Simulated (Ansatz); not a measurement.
Fields on a plane of Ga(MoS2)4 (space group F-43m)

```xyz
13
Lattice="0.0000 4.8325 4.8325 4.8325 0.0000 4.8325 4.8325 4.8325 0.0000" Properties=species:S:1:pos:R:3 pbc="T T T"
Ga     4.8325     4.8325     4.8325
Mo     8.6726     5.8251     5.8251
Mo     8.6726     8.6726     8.6726
Mo     5.8251     5.8251     8.6726
Mo     5.8251     8.6726     5.8251
S      3.5150     6.1501     3.5150
S      6.1501     3.5150     3.5150
S      6.1501     6.1501     6.1501
S      3.5150     3.5150     6.1501
S      3.5302     1.3023     3.5302
S      1.3023     3.5302     3.5302
S      1.3023     1.3023     1.3023
S      3.5302     3.5302     1.3023
```

The slice is a {100} plane (indices of the conventional cell) through the point (0.135, 0.596, 0.135) (fractional), spanned by u = [100] and v = [0 1 -1] in vectors of this cell: u (6.83 Å) and v (6.83 Å, at 90° to u). It covers one period; positions are fractions (u, v).

Atoms on it: S at (0.50, 0.50); S at (0.50, 0.04); S at (0.00, 0.00); S at (0.00, 0.54). Other atoms lie within 1 Å of the plane.

The numbers are results of PBEsol (plane waves to 420 eV, PAW, scalar-relativistic; Ansatz, a quantum-chemistry and plane-wave program), not measurements. k mesh 7×7×7. Near the nuclei the fields are pseudised (PAW); where an atom keeps semicore shells as valence, they peak there. Ga(MoS2)4 is run without spin polarisation. Ga(MoS2)4 was relaxed with its symmetry unable to fall.

```
|xx@%- .*%%%%%*. -%@x|
|@@@*.  -*%%%*-  .*@@|
|@%#-   .-+*+-.   -#%|
|::.     .:::.     .:|
|..      ..:..      .|
|%%*:   .:=+=:.   :*%|
|@@@*.  -*%%%*-  .*@@|
|x%@#: .+%%@%%+. :#@%|
|xx%%=.-#%xxx%#-.=%%x|
|xx@%=.=%@xxx@%=.=%@x|
|#%%*:.-@@xxx@@-.:*%%|
|##=-=:.*@@%@@*.:=-=#|
|=-:*%#-:*###*:-#%*:-|
|=:+%xx#:.:::.:#xx%+:|
|=:*%xx#:.....:#xx%*:|
|=:-#%#=:=*#*=:=#%#-:|
|#*--+-.=@@%@@=.-+--*|
|%%%+:.:%@%x%@%:.:+%%|
|xx@%=.=@@xxx@@=.=%@x|
|xx%%=.-%%xxx%%-.=%%x|
```
Scale: ten equal steps from 0.01 (start of ' ') to 0.91 (end of '@'), in the order ' .:-=+*#%@'. Values: electron localisation function (ELF). The map has 20 points along u (one character each, u = 0 at the left) and 20 along v (v = 0 in the bottom row). Points within 0.5 Å of a nucleus are blanked (x), as the pseudised field means little there.

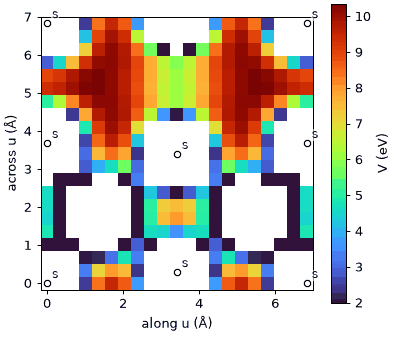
Electrostatic potential energy of an electron, from the cell's mean, in eV, one period of the plane, atoms marked. Points within 1 Å of a nucleus are left white, as the pseudised field means little there. Values under 2 eV are set to 2. The zero, the cell's mean, hangs on the PAW cores.
